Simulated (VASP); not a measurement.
# A VASP study of TiSiPb (PBE + D4): structure first, properties next, part 2 of 6

Aim: relax TiSiPb, then compute properties on the relaxed cell. The cell is invented: it takes the structure of a Materials Project entry for SrSiGe (space group 187 there), with some of its atoms replaced by other elements, volume scaled by an estimate. It may not be a known or stable phase.

VASP 6.6.1; PBE with D4; plane waves and PAW (Pb_d, Ti_sv, Si); invented cell.

Still holding for the runs below: The k-mesh is coarse for a metal.

So far. Step 2 (Rough relaxation of the start cell): It ends with forces that vanish by symmetry and a pressure of 0.00 GPa.

### Step 3. Full relaxation (PBE + D4)

Properties are meant for the cell that this level of theory prefers, so cell and atoms are relaxed first (ISIF = 3) until forces and stress are small; EDIFFG sets the threshold.

INCAR

```
SYSTEM = TiSiPb
PREC = Accurate
ENCUT = 400
EDIFF = 1E-06
NELM = 100
ISMEAR = 1
SIGMA = 0.2
LREAL = .FALSE.
ALGO = Normal
GGA = PE
IVDW = 13
NBANDS = 21
LORBIT = 11
LWAVE = .FALSE.
LCHARG = .FALSE.
IBRION = 2
NSW = 60
ISIF = 3
EDIFFG = -0.01
```

POSCAR

```
TiSiPb
1.0
    4.3176947077      0.0000000000      0.0000000000
   -2.1588473539      3.7392327854      0.0000000000
    0.0000000000      0.0000000000      3.8606035550
Pb Ti Si
1 1 1
Direct
    0.6666666700      0.3333333300      0.0000000000
    0.0000000000      0.0000000000      0.5000000000
    0.3333333300      0.6666666700      0.5000000000
```

KPOINTS

```
Automatic mesh
0
Gamma
6 6 6
0 0 0
```

PAW data sets: Pb_d, Ti_sv and Si (PBE family, release 64).

The run is started by

```
> mpirun -np 1 vasp_std
```

What it wrote:

```text
[... set-up lines as in an earlier step ...]
 entering main loop
       N       E                     dE             d eps       ncg     rms          rms(c)
DAV:   1     0.280727263988E+03    0.28073E+03   -0.13282E+04  1176   0.140E+03
DAV:   2     0.756047034837E+01   -0.27317E+03   -0.26673E+03  1191   0.407E+02
DAV:   3    -0.162817928885E+02   -0.23842E+02   -0.23210E+02  2069   0.122E+02
DAV:   4    -0.180198405440E+02   -0.17380E+01   -0.17146E+01  1549   0.227E+01
DAV:   5    -0.181583928289E+02   -0.13855E+00   -0.13836E+00  1771   0.578E+00    0.101E+01
DAV:   6    -0.171868510427E+02    0.97154E+00   -0.16978E+01  1522   0.300E+01    0.842E+00
DAV:   7    -0.161579229815E+02    0.10289E+01   -0.62653E+00  1481   0.211E+01    0.338E+00
DAV:   8    -0.160888993031E+02    0.69024E-01   -0.45429E-01  1325   0.578E+00    0.100E+00
DAV:   9    -0.160862835704E+02    0.26157E-02   -0.49938E-02  1706   0.145E+00    0.383E-01
DAV:  10    -0.160857690999E+02    0.51447E-03   -0.40598E-03  1760   0.551E-01    0.158E-01
DAV:  11    -0.160860751976E+02   -0.30610E-03   -0.70873E-04  1573   0.230E-01    0.110E-01
DAV:  12    -0.160859092593E+02    0.16594E-03   -0.43297E-04  1576   0.181E-01    0.876E-03
DAV:  13    -0.160859107129E+02   -0.14535E-05   -0.24537E-05  1591   0.335E-02    0.442E-03
DAV:  14    -0.160859103755E+02    0.33740E-06   -0.98606E-07  1123   0.106E-02
   1 F= -.17144836E+02 E0= -.17142441E+02  d E =-.171448E+02
 curvature:   0.00 expect dE= 0.000E+00 dE for cont linesearch  0.000E+00
 trial: gam= 0.00000 g(F)=  0.883E-43 g(S)=  0.798E-02 ort = 0.000E+00 (trialstep = 0.100E+01)
 search vector abs. value=  0.798E-02
 bond charge predicted
       N       E                     dE             d eps       ncg     rms          rms(c)
DAV:   1    -0.161122574562E+02   -0.26347E-01   -0.12187E+00  1261   0.135E+01    0.116E+00
DAV:   2    -0.160938931649E+02    0.18364E-01   -0.94134E-02  1343   0.343E+00    0.561E-01
DAV:   3    -0.160888296402E+02    0.50635E-02   -0.22514E-02  1643   0.158E+00    0.432E-01
DAV:   4    -0.160851755031E+02    0.36541E-02   -0.83994E-03  1662   0.107E+00    0.837E-02
DAV:   5    -0.160851349174E+02    0.40586E-04   -0.15962E-03  1737   0.268E-01    0.662E-02
DAV:   6    -0.160851559444E+02   -0.21027E-04   -0.14934E-04  1652   0.103E-01    0.178E-02
DAV:   7    -0.160851560565E+02   -0.11214E-06   -0.17392E-05  1723   0.393E-02    0.464E-03
DAV:   8    -0.160851565573E+02   -0.50081E-06   -0.71159E-07   977   0.858E-03
   2 F= -.17150148E+02 E0= -.17148602E+02  d E =-.531237E-02
[...]
3 F= -.17150605E+02 E0= -.17149282E+02  d E =-.576908E-02
[...]
4 F= -.17152878E+02 E0= -.17151838E+02  d E =-.227302E-02
 trial-energy change:   -0.002273  1 .order   -0.002230   -0.004011   -0.000450
 step:   1.1959(harm=  1.2059)  dis= 0.00000  next Energy=   -17.152904 (dE=-0.230E-02)
 bond charge predicted
       N       E                     dE             d eps       ncg     rms          rms(c)
DAV:   1    -0.160988280394E+02   -0.21112E-02   -0.21199E-02  1381   0.201E+00    0.214E-01
DAV:   2    -0.160984582325E+02    0.36981E-03   -0.42255E-03  1400   0.777E-01    0.128E-01
DAV:   3    -0.160980612652E+02    0.39697E-03   -0.12392E-03  1466   0.356E-01    0.519E-02
DAV:   4    -0.160980098403E+02    0.51425E-04   -0.23865E-04  1803   0.183E-01    0.121E-02
DAV:   5    -0.160980120851E+02   -0.22448E-05   -0.36243E-05  1629   0.343E-02    0.111E-02
DAV:   6    -0.160980129539E+02   -0.86883E-06   -0.29008E-06  1596   0.998E-03
   5 F= -.17152902E+02 E0= -.17151881E+02  d E =-.229734E-02
 curvature:  -0.85 expect dE=-0.205E-04 dE for cont linesearch -0.629E-05
 trial: gam=-0.06726 g(F)=  0.165E-42 g(S)=  0.242E-04 ort = 0.198E-03 (trialstep = 0.110E+01)
 search vector abs. value=  0.215E-04
 reached required accuracy - stopping structural energy minimisation
```

Run time: 70 s. Hardware: 1 MPI rank of AMD EPYC 7R43, shared host; peak memory 0.14 GiB.

OUTCAR, selected parts (step 3):

```text
  LATTYP: Found a hexagonal cell.
 ALAT       =     4.3176947077
 C/A-ratio  =     0.8941353700

The static configuration has the point symmetry D_3h.

 Found     28 irreducible k-points:

   k-points           NKPTS =     28   k-points in BZ     NKDIM =     28   number of bands    NBANDS=     21

   dimension x,y,z NGX =    28 NGY =   28 NGZ =   28
   dimension x,y,z NGXF=    56 NGYF=   56 NGZF=   56

   ENCUT  =  400.0 eV  29.40 Ry    5.42 a.u.   7.04  7.04  6.30*2*pi/ulx,y,z

   NELECT =      30.0000    total number of electrons

 E-fermi :   7.8669

 k-point     1 :       0.0000    0.0000    0.0000
  band No.  band energies     occupation
    ...
     10      -3.3159      2.00000
     11       3.7112      2.00000
     12       5.3543      2.00000
     13       5.3543      2.00000
     14       6.8192      2.00000
     15       8.4102     -0.00084
     16       8.9132     -0.00000
     17       8.9132     -0.00000
     18      10.0017     -0.00000
     19      10.0017     -0.00000
    ...

 k-point     2 :       0.1667    0.0000    0.0000
  band No.  band energies     occupation
    ...
     10      -3.0184      2.00000
     11       2.7989      2.00000
     12       5.4363      2.00000
     13       5.8865      2.00000
     14       6.7773      2.00000
     15       7.9484      0.36983
     16       8.8883     -0.00000
     17       9.3249     -0.00000
     18       9.3816     -0.00000
     19       9.5301     -0.00000
    ...

  DFT-D4 for vdW energy calculation

  Edisp (eV):   -1.05489

  Total       0.02394     0.02394     0.01888    -0.00000    -0.00000     0.00000
  in kB       0.61241     0.61241     0.48315    -0.00000    -0.00000     0.00000
  external pressure =        0.57 kB  Pullay stress =        0.00 kB

  energy-cutoff  :      400.00
  volume of cell :       62.62
      direct lattice vectors                 reciprocal lattice vectors
     4.283694857  0.000000000 -0.000000000     0.233443332  0.134778589 -0.000000000
    -2.141847429  3.709788064  0.000000000    -0.000000000  0.269557178 -0.000000000
     0.000000000  0.000000000  3.940401550     0.000000000 -0.000000000  0.253781242

 POSITION                                       TOTAL-FORCE (eV/Angst)
 -----------------------------------------------------------------------------------
      2.14185      1.23660      0.00000        -0.000000     -0.000000      0.000000
     -0.00000      0.00000      1.97020         0.000000      0.000000     -0.000000
     -0.00000      2.47319      1.97020         0.000000      0.000000     -0.000000
 -----------------------------------------------------------------------------------
    total drift:                               -0.000018      0.000010     -0.000000

  FREE ENERGIE OF THE ION-ELECTRON SYSTEM (eV)
  ---------------------------------------------------
  free  energy   TOTEN  =       -17.1529019929 eV

  energy  without entropy=      -17.1498378169  energy(sigma->0) =      -17.15188060

 total charge
# of ion       s       p       d       tot
------------------------------------------
    1        1.307   0.878   9.823  12.008
    2        2.190   6.089   2.011  10.290
    3        0.824   0.876   0.000   1.700
--------------------------------------------------
tot          4.321   7.843  11.833  23.997

[... 2 parts as in an earlier step ...]

[... 7 further parts left out ...]
```

CONTCAR:

```
TiSiPb
   1.00000000000000
     4.2836948574280154    0.0000000000004587   -0.0000000000000000
    -2.1418474287632172    3.7097880636308491    0.0000000000000000
     0.0000000000000000    0.0000000000000000    3.9404015495720173
  Pb              Ti              Si
     1     1     1
Direct
     0.6666666699999979    0.3333333300000021    0.0000000000000000
     0.0000000000000000    0.0000000000000000    0.5000000000000000
     0.3333333300000021    0.6666666699999979    0.5000000000000000
```

The steps of the relaxation:

```tsv
step	energy less that of the first step (eV)	largest force (eV/Å)	pressure (GPa)	volume (Å³)
1	0.0000	0.0000	-0.29	62.33
2	-0.0053	0.0000	0.43	61.99
3	-0.0058	0.0000	0.67	61.86
4	-0.0080	0.0000	0.09	62.54
5	-0.0081	0.0000	0.06	62.62
```

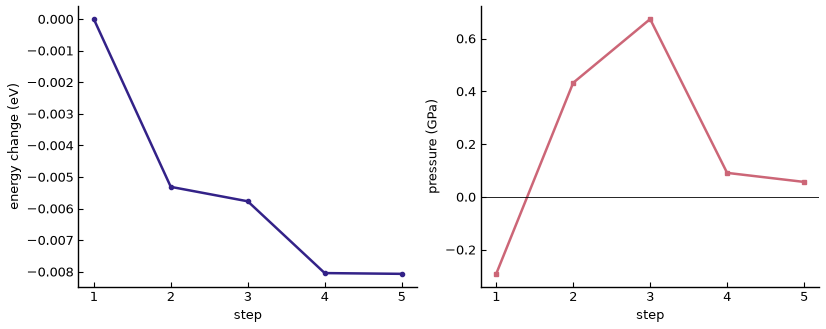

Energy and pressure along the relaxation.

```tsv
conventional cell, symmetrised	before	after	change
a (Å)	4.318	4.284	-0.8 %
b (Å)	4.318	4.284	-0.8 %
c (Å)	3.861	3.940	+2.1 %
volume (Å³/atom)	20.78	20.87	+0.5 %
```

The relaxed structure:

```
Pb Ti Si
1.0
     4.28369    0.00000    0.00000
    -2.14185    3.70979    0.00000
     0.00000    0.00000    3.94040
Pb Ti Si
1 1 1
Cartesian
  2.1418 1.2366 0.0000
  0.0000 0.0000 1.9702
  0.0000 2.4732 1.9702
```

Numbers from this step:

* irreducible k-points: 28
* free energy (TOTEN): -17.15 eV
* energy at zero smearing: -17.15 eV
* Fermi energy: 7.867 eV
* pressure: 0.05693 GPa
* SCF cycles over all ionic steps: 44

It ends with forces that vanish by symmetry and a pressure of 0.06 GPa.

### Step 4. Density, ELF and potential (PBE + D4)

A single point on the relaxed cell gives a clean self-consistent state, with density, ELF and potential written out.

Changes to INCAR since step 3:

```diff
@@ -14,6 +14,5 @@
 LWAVE = .FALSE.
-LCHARG = .FALSE.
-IBRION = 2
-NSW = 60
-ISIF = 3
-EDIFFG = -0.01
+LCHARG = .TRUE.
+ISIF = 2
+LELF = .TRUE.
+LVHAR = .TRUE.
```

POSCAR

```
TiSiPb
1.0
    4.2836948574      0.0000000000      0.0000000000
   -2.1418474288      3.7097880636      0.0000000000
    0.0000000000      0.0000000000      3.9404015496
Pb Ti Si
1 1 1
Direct
    0.6666666700      0.3333333300      0.0000000000
    0.0000000000      0.0000000000      0.5000000000
    0.3333333300      0.6666666700      0.5000000000
```

KPOINTS is that of step 3.

The run is started by

```
> mpirun -np 1 vasp_std
```

What it wrote:

```text
[... set-up lines as in an earlier step ...]
 entering main loop
       N       E                     dE             d eps       ncg     rms          rms(c)
DAV:   1     0.287385535245E+03    0.28739E+03   -0.13170E+04  1176   0.141E+03
DAV:   2     0.843583565918E+01   -0.27895E+03   -0.27212E+03  1191   0.409E+02
DAV:   3    -0.164006275434E+02   -0.24836E+02   -0.24064E+02  2093   0.124E+02
DAV:   4    -0.180522311470E+02   -0.16516E+01   -0.16349E+01  1585   0.225E+01
DAV:   5    -0.181628528725E+02   -0.11062E+00   -0.11057E+00  1765   0.534E+00    0.102E+01
DAV:   6    -0.171091906474E+02    0.10537E+01   -0.16364E+01  1504   0.298E+01    0.818E+00
DAV:   7    -0.161700567951E+02    0.93913E+00   -0.61281E+00  1511   0.207E+01    0.339E+00
DAV:   8    -0.160999624759E+02    0.70094E-01   -0.43191E-01  1394   0.564E+00    0.982E-01
DAV:   9    -0.160991448399E+02    0.81764E-03   -0.48621E-02  1668   0.140E+00    0.397E-01
DAV:  10    -0.160983973919E+02    0.74745E-03   -0.52254E-03  1785   0.633E-01    0.143E-01
DAV:  11    -0.160987451868E+02   -0.34779E-03   -0.93504E-04  1570   0.256E-01    0.125E-01
DAV:  12    -0.160985431278E+02    0.20206E-03   -0.56058E-04  1544   0.210E-01    0.874E-03
DAV:  13    -0.160985456617E+02   -0.25338E-05   -0.32388E-05  1689   0.364E-02    0.652E-03
DAV:  14    -0.160985451119E+02    0.54976E-06   -0.13071E-06  1201   0.115E-02
   1 F= -.17153434E+02 E0= -.17152412E+02  d E =-.306646E-02
```

Run time: 22 s. Hardware: 1 MPI rank; peak memory 0.14 GiB.

From OUTCAR (step 4):

```text
  LATTYP: Found a hexagonal cell.
 ALAT       =     4.2836948574
 C/A-ratio  =     0.9198604664

The static configuration has the point symmetry D_3h.

 Found     28 irreducible k-points:

   ENCUT  =  400.0 eV  29.40 Ry    5.42 a.u.   6.99  6.99  6.43*2*pi/ulx,y,z

   NELECT =      30.0000    total number of electrons

 E-fermi :   7.8667

 k-point     1 :       0.0000    0.0000    0.0000
  band No.  band energies     occupation
    ...
     10      -3.3157      2.00000
     11       3.7112      2.00000
     12       5.3542      2.00000
     13       5.3542      2.00000
     14       6.8191      2.00000
     15       8.4097     -0.00084
     16       8.9129     -0.00000
     17       8.9129     -0.00000
     18      10.0016     -0.00000
     19      10.0016     -0.00000
    ...

 k-point     2 :       0.1667   -0.0000    0.0000
  band No.  band energies     occupation
    ...
     10      -3.0184      2.00000
     11       2.7989      2.00000
     12       5.4360      2.00000
     13       5.8864      2.00000
     14       6.7772      2.00000
     15       7.9480      0.37089
     16       8.8879     -0.00000
     17       9.3245     -0.00000
     18       9.3814     -0.00000
     19       9.5298     -0.00000
    ...

  DFT-D4 for vdW energy calculation

  Edisp (eV):   -1.05489

  Total       0.00725     0.00725     0.01750    -0.00000    -0.00000     0.00000
  in kB       0.18555     0.18555     0.44772    -0.00000    -0.00000     0.00000
  external pressure =        0.27 kB  Pullay stress =        0.00 kB

  energy-cutoff  :      400.00
  volume of cell :       62.62
      direct lattice vectors                 reciprocal lattice vectors
     4.283694857  0.000000000  0.000000000     0.233443332  0.134778589  0.000000000
    -2.141847429  3.709788064  0.000000000     0.000000000  0.269557178  0.000000000
     0.000000000  0.000000000  3.940401550     0.000000000  0.000000000  0.253781242

 POSITION                                       TOTAL-FORCE (eV/Angst)
 -----------------------------------------------------------------------------------
      2.14185      1.23660      0.00000        -0.000000      0.000000      0.000000
      0.00000      0.00000      1.97020         0.000000      0.000000      0.000000
     -0.00000      2.47319      1.97020         0.000000     -0.000000      0.000000
 -----------------------------------------------------------------------------------
    total drift:                               -0.000018      0.000010     -0.000000

  FREE ENERGIE OF THE ION-ELECTRON SYSTEM (eV)
  ---------------------------------------------------
  free  energy   TOTEN  =       -17.1534341509 eV

  energy  without entropy=      -17.1503676913  energy(sigma->0) =      -17.15241200

 total charge
# of ion       s       p       d       tot
------------------------------------------
    1        1.307   0.877   9.823  12.008
    2        2.190   6.089   2.011  10.290
    3        0.824   0.876   0.000   1.700
--------------------------------------------------
tot          4.321   7.842  11.834  23.998

[... 3 parts as in an earlier step ...]

[... 7 further parts left out ...]
```

Numbers from this step:

```yaml
scf_cycles: 14
pressure: 0.02729 GPa
```

Valence electrons inside each PAW sphere by angular momentum. Sphere charges, by row:

```tsv
atom	s (e)	p (e)	d (e)	tot (e)
Pb1	1.307	0.877	9.823	12.01
Ti2	2.19	6.089	2.011	10.29
Si3	0.824	0.876	0	1.7
```

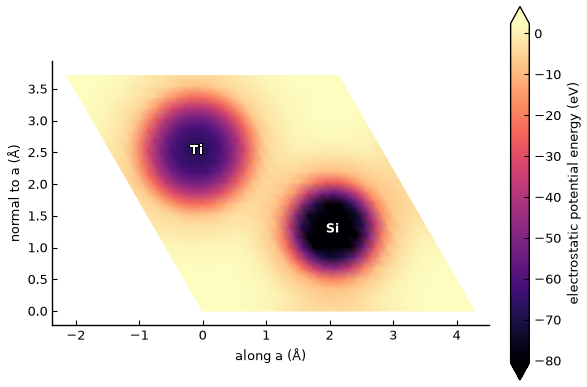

Electrostatic potential energy in the ab plane at fractional z = 0.500, with atoms of Ti and Si within 0.2 Å of it. With pseudopotentials it is smooth inside the atoms' cores, unlike the true potential. The map starts off the cell's origin, so that atoms lie inside it.

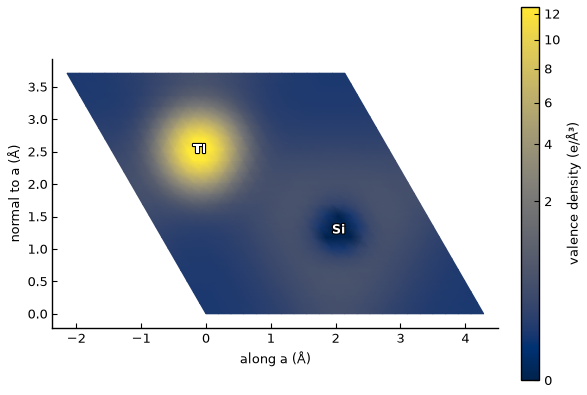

Valence density in the ab plane at fractional z = 0.500, with atoms of Ti and Si within 0.2 Å of it. It is the smooth field of the valence electrons, not physical close to the nuclei. The map starts off the cell's origin, so that atoms lie inside it. The colour scale is stretched toward low values.

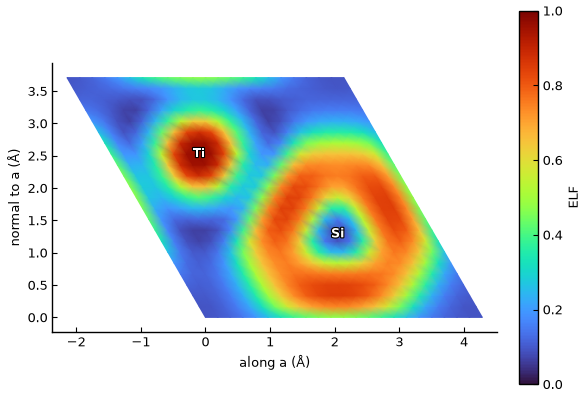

ELF in the ab plane at fractional z = 0.500, with atoms of Ti and Si within 0.2 Å of it. It is the smooth field of the valence electrons, not physical close to the nuclei. The map starts off the cell's origin, so that atoms lie inside it.

In this run the pressure is 0.03 GPa, small enough to go on.

[end of part 2 of 6]

[Lines on the potential files, build, host, timing and source positions are cut from VASP's logs without a mark.]

[Logs are printed without paths, hosts, clocks, repeated set-up lines and the standing remarks that a program may print on its own settings, such as how far it seeks lower states.]

[Hosts, paths, dates, database ids (printed as entryN), source tags and the programs' standing remarks are cut or masked in the printed files.]

[A measured line is paired with the nearest computed mode of its activity, which favours agreement.]

[In band tables of VASP the shares of atoms and orbitals are scaled to a sum of 1 inside the atoms' spheres.]
